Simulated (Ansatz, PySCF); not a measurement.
Stretching the C3–H5 bond in C2H6Zn (SMILES C[CH2][ZnH]) (multiplicity 1 held, fragments rigid). Energies count from the point at 1.095 Å.
Geometry at that point (charge 0, multiplicity 1):
```xyz
9

Zn    -0.1040     0.1481     0.8335
H     -0.3450     0.8644     2.1845
C      0.2022    -0.7601    -0.8850
C      0.1842     0.1511    -2.1212
H     -0.5549    -1.5440    -0.9868
H      1.1618    -1.2826    -0.8191
H      0.9537     0.9247    -2.0678
H     -0.7747     0.6615    -2.2367
H      0.3601    -0.4128    -3.0427
```

R- and RO- levels are restricted; in cc, def2 and unpolarised 6-31G sets they are followed outwards from rest. Unrestricted levels (U-) break spin symmetry where that is lower. Curves can end on different states.

Rows in LANL2DZ carry no dispersion term and start afresh at each structure. LANL2DZ brings its own core potentials from Na on.

Codes used: Ansatz (an electronic-structure program) with Gaussian orbitals; PySCF for LANL2DZ rows. 

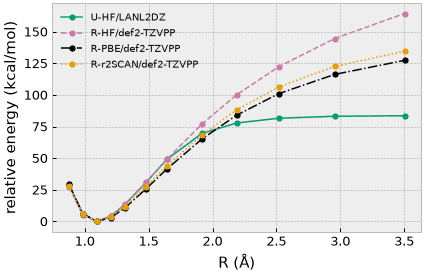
*Relative energy along the coordinate*

Read off the U-HF/LANL2DZ curve at R = 2.955.

about 83 kcal/mol

Doubts at one or more of the structures used: a spin-contaminated determinant (U-HF/LANL2DZ); a restricted determinant that unrestricted orbitals would lower (R-HF/def2-TZVPP, R-PBE/def2-TZVPP, R-r2SCAN/def2-TZVPP).
